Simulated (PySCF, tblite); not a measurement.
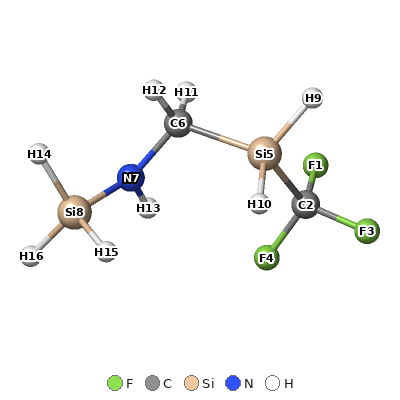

The molecule: C₂H₈F₃NSi₂, SMILES FC(F)(F)[SiH2]CN[SiH3].

Kohn-Sham orbital energies near the frontier, B3LYP/def2-SVPD with PySCF, at a GFN2-xTB geometry (a minimum by its frequencies), isolated molecule; empty levels in grey, levels within 0.03 eV side by side.

Where do the frontier orbitals lie?

HOMO at −6.62 eV, LUMO at −0.33 eV, 6.30 eV apart.

On which atoms do HOMO and LUMO mostly sit?

HOMO: N7 52 %, C6 13 %, Si8 9 %. LUMO: Si5 19 %, Si8 19 %, C6 11 % (Löwdin shares).

List the levels with the atoms that carry most of them (a dash for levels above zero or within 0.03 eV of another, where shares mean little).

| orbital | energy (eV) | Löwdin shares |
| --- | --- | --- |
| LUMO+1 | −0.07 | Si5 30 %, Si8 10 %, H9/H10 10 % each |
| LUMO | −0.33 | Si5 19 %, Si8 19 %, C6 11 % |
| HOMO | −6.62 | N7 52 %, C6 13 %, Si8 9 % |
| HOMO−1 | −9.26 | C2 21 %, Si5 17 %, F3/F1 12 % each |
| HOMO−2 | −9.65 | Si8 31 %, H14 25 %, H15 12 % |

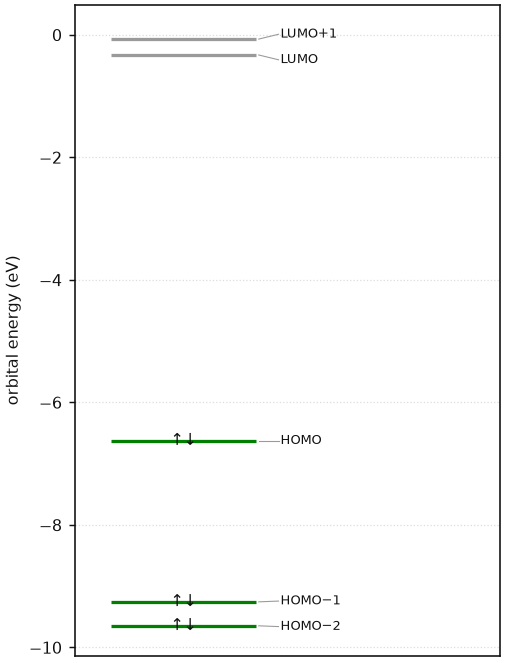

Known limits of this run: the tight-binding geometry is rougher than a DFT one and adds to the error; one conformer of a flexible molecule; empty levels above zero depend strongly on the basis.
